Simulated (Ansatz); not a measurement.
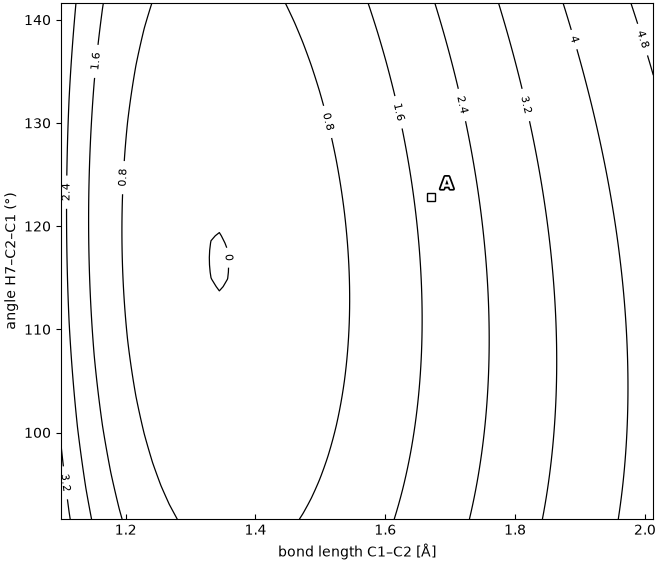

C2H4BNa, SMILES C=C[BH][Na]. Coordinates scanned: (1) bond length C1–C2; (2) angle H7–C2–C1. Nothing is relaxed (all other coordinates rigid). The scan uses a 9 × 9 grid. Points are written as (first, second). All energies are given in eV relative to the lowest grid point. The reference is spin-restricted, which grows unreliable where a bond is stretched far. Computed with RKS PBE0-D4/def2-TZVP (Ansatz 0.2.0).

In the figure: contour lines labelled in eV, the point A. Between grid points the surface is interpolated.

**Which way does the force act at A, and how strong is it?**

A, at (1.670 Å, 122.8°), is not a stationary point. The computed force is 7.9 eV for each Å towards smaller values of bond length C1–C2 and 0.017 eV for each degree towards smaller values of angle H7–C2–C1.
